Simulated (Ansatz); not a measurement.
CH₅FNNbO

The calculation's input:

```
crystal:
  periodic: [false, false, false]
  atoms:
    - {symbol: C, position_ang: [-1.543955, 0.011920, 0.237213]}
    - {symbol: Nb, position_ang: [0.421232, 0.554399, -0.461319]}
    - {symbol: N, position_ang: [1.654286, -0.772344, 0.280785]}
    - {symbol: O, position_ang: [0.384351, 0.294965, -2.132032]}
    - {symbol: F, position_ang: [0.757305, 2.340036, 0.033498]}
    - {symbol: H, position_ang: [-2.267729, 0.728683, -0.168096]}
    - {symbol: H, position_ang: [-1.599867, 0.040953, 1.330083]}
    - {symbol: H, position_ang: [-1.831397, -0.985534, -0.103561]}
    - {symbol: H, position_ang: [1.976935, -0.780039, 1.239362]}
    - {symbol: H, position_ang: [2.132039, -1.484138, -0.252933]}
basis:
  gaussian: {orbitals: def2-TZVPP}
hamiltonian: {xc: pbe0, dispersion: d4}
output: {orbitals: {seedname: orbitals}}
```

Run with:

```sh
ansatz run in.yaml --threads 4 --pin off --events-out ev --progress --plain --max-ram 10444MiB
```

Geometry: PBE0-D4/def2-TZVP; core potentials replace the inner electrons of Nb.

All numbers below come from Ansatz 0.2.0, RKS PBE0-D4/def2-TZVPP.

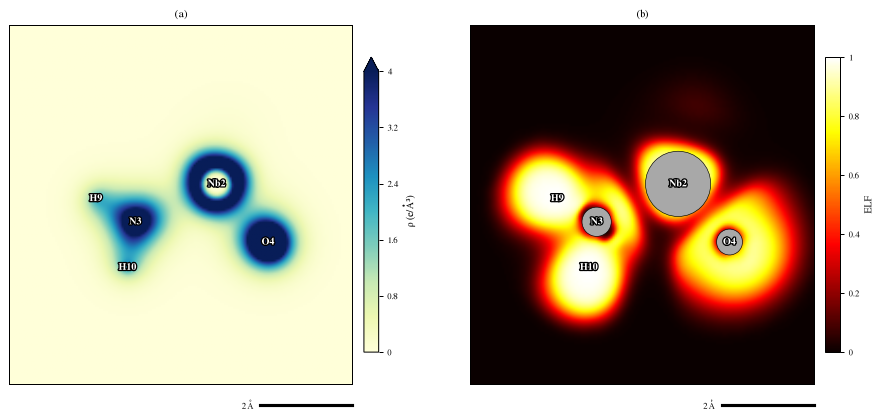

Figure 1. (a) electron density; (b) ELF on the plane of atoms N3, Nb2 and O4. Grey discs cover the atomic cores in the ELF map.

Question: Interpret the plot.

Answer: The section cuts through Nb, N, O and H sites. Nb–O (1.69 Å): ρ is about 1.9 e/Å³ halfway; the ELF peaks at about 0.80 in the valence shell of O, 0.5 Å from its nucleus, and drops to about 0.45 between the two atoms. Nb–N (1.96 Å): the density is about 1 e/Å³ at the midpoint; the ELF peaks at about 0.85 in the valence shell of N, 0.6 Å from its nucleus, and is about 0.30 at the midpoint. N–H (1.01 Å): ρ is about 2.9 e/Å³ halfway; the ELF climbs to about 1 towards the hydrogen, as it does in any bond to H (an ordinary covalent bond to hydrogen).

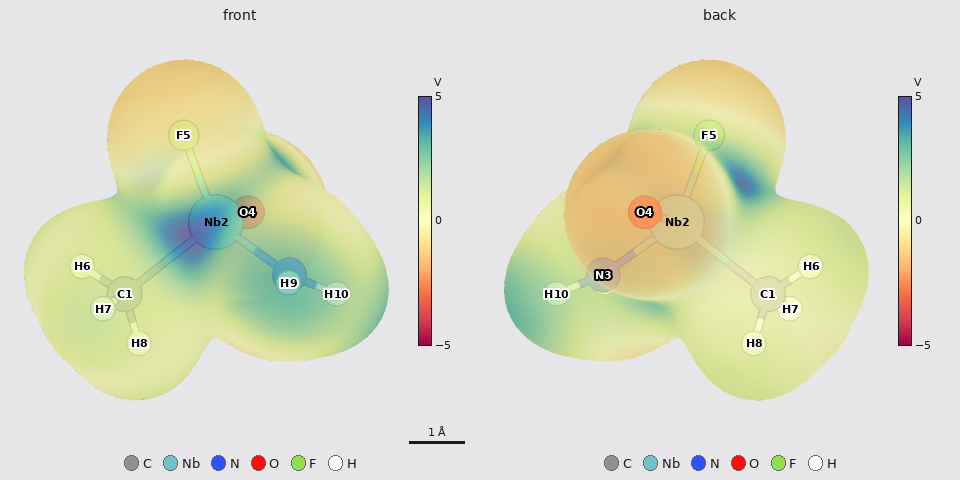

Figure 2. The electrostatic potential painted on the density surface at 0.004 e/bohr³, seen from the front and from behind; red is negative and blue positive.

Question: Where is the surface potential most negative and most positive?

Answer: The most negative region (about −1.7 V) lies over O4, the most positive (about +4.5 V) over Nb2. O4 is the likeliest acceptor of a hydrogen bond.

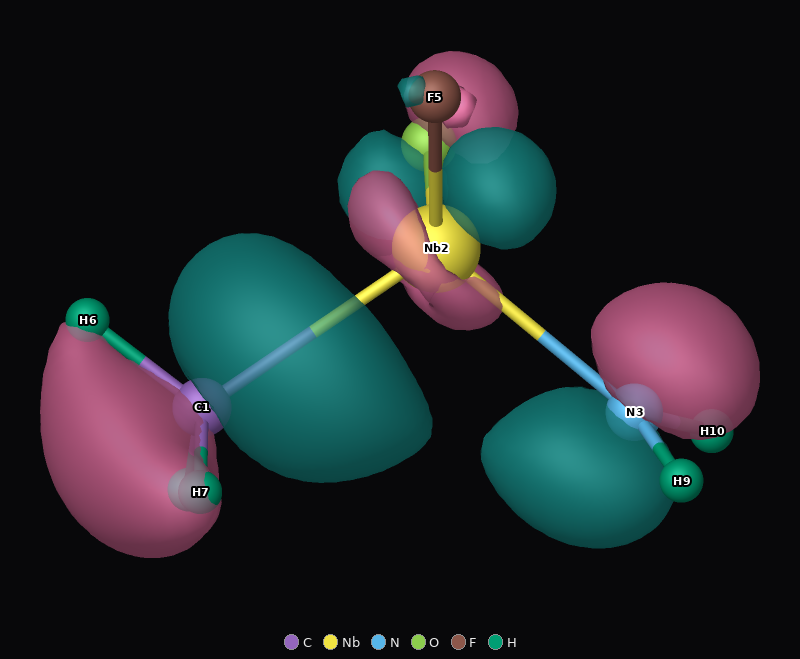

Figure 3. One frontier orbital at ±0.15 Å⁻³ᐟ² (teal and pink are the two phases), seen across its widest extent.

Question: Which orbital is it: HOMO or LUMO?

Answer: The HOMO, at −8.17 eV. It lies mainly on C1 (about 35 %), Nb2 (about 25 %), N3 (about 20 %) and O4 (about 5 %).
